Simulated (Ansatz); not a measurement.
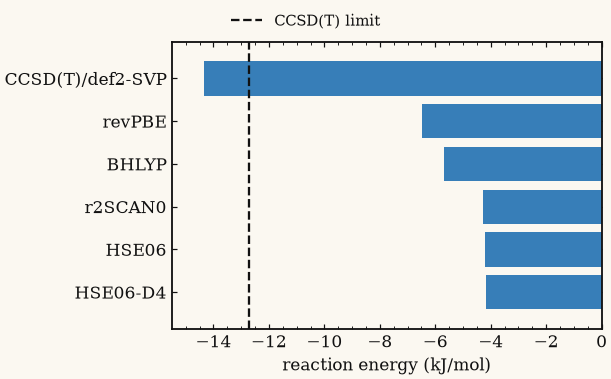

Electronic reaction energy of B₂SiH₅F (FBB[SiH3]) + ZnHF ([F][ZnH]) → ZnBSiH₄F ([F][Zn][BH][SiH3]) + BH₂F (BF) (SMILES in brackets) at several levels (functionals in def2-TZVPP unless a basis is named), isolated molecules at PBE0-D4 triple-zeta geometries, minima by their frequencies, no zero-point or thermal terms, the Ansatz code. The line is frozen-core CCSD(T) at the basis limit (MP2 extrapolated from triple and quadruple zeta, plus CCSD(T) less MP2 in a smaller set). Choice of cores on heavy atoms: Zn/Cu 3s3p. No dispersion term is added to revPBE, BHLYP, r2SCAN0 and HSE06. The distance of CCSD(T)/def2-SVP to the limit includes basis error.

**Which level comes closest to the line (CCSD(T) limit), and which misses most?**

Closest CCSD(T)/def2-SVP (−14.4 kJ/mol), against −12.7 kJ/mol; farthest HSE06-D4 (−4.2 kJ/mol).

**Give the values.**

```tsv
level	kJ/mol	less CCSD(T) limit
CCSD(T)/def2-SVP	−14.4	−1.6
revPBE	−6.5	6.3
BHLYP	−5.7	7.0
r2SCAN0	−4.3	8.4
HSE06	−4.2	8.5
HSE06-D4	−4.2	8.6
CCSD(T) limit	−12.7	0.0
```

Caveats: no scalar relativity up to krypton; one conformer of each flexible molecule.
